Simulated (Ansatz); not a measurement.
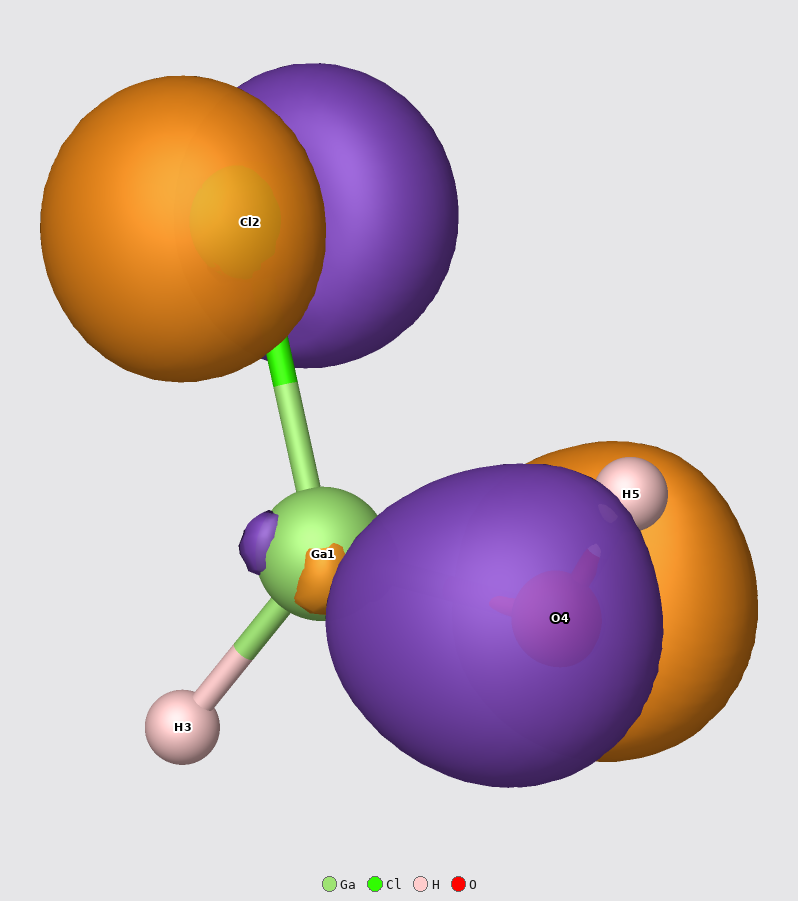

Figure. ClGaH2O. The HOMO at ±0.1 Å⁻³ᐟ² (orange and purple are the two phases), seen at a tilt.

Theory: Ansatz, RKS revPBE-D4/def2-SVP.

```xyz
5

Ga    0.4641   -0.0603   -0.0198
Cl    0.5085   -0.2684    2.1476
H     1.7249    0.2605   -0.8753
O    -1.1454   -0.3008   -0.7886
H    -1.8448   -0.4777   -0.1302
```

> Where does this orbital lie, and at what energy?

It lies mainly on O4 (about 60 %), Cl2 (about 25 %) and Ga1 (about 10 %); it changes sign across the molecular plane (π type). Its energy is −7.20 eV.
